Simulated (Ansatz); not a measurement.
Reaction (SMILES): [NH2] (NH2) → [NH2-] (an electron is taken up)
B3LYP-D3(BJ)/def2-TZVP geometries, fixed; electronic energies without zero-point terms; positive where energy is released.
Largest species:
```xyz
3

N      0.0046     0.0019     0.1418
H     -0.0276     0.7996    -0.5065
H     -0.0044    -0.8126    -0.4860
```
Charge 0, spin multiplicity 2.

Basis-set convergence of the adiabatic electron affinity at B2PLYP with Ansatz (an electronic-structure program). Cartesian d functions, on some or all atoms, in 6-31G*, 6-31G**; all else is spherical. Cores are frozen. Open shells are unrestricted. No added dispersion term, no relativity. Functions are those of the species that has most. Reference: the value in aug-cc-pV5Z, 0.755 eV, itself unsure by roughly 0.054 eV (its mean distance from aug-pcseg-3, aug-cc-pVQZ, def2-QZVPPD). Deviations are taken from unrounded values.

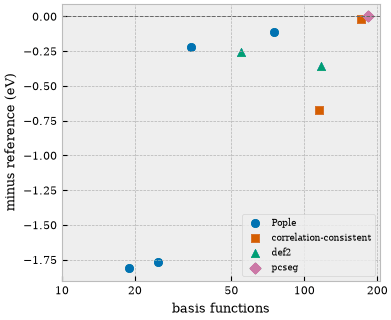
Deviation from the reference against the number of basis functions, by family of sets.

| basis | functions | adiabatic electron affinity (eV) | minus reference (eV) |
|---|---|---|---|
| 6-31G* | 19 | -1.057 | -1.812 |
| 6-31G** | 25 | -1.008 | -1.763 |
| 6-311+G** | 34 | 0.531 | -0.223 |
| def2-TZVPD | 55 | 0.501 | -0.253 |
| 6-311++G(3df,3pd) | 75 | 0.641 | -0.114 |
| cc-pVQZ | 115 | 0.085 | -0.669 |
| def2-QZVPP | 117 | 0.399 | -0.356 |
| aug-cc-pVQZ | 172 | 0.738 | -0.017 |
| aug-pcseg-3 | 183 | 0.757 | 0.002 |
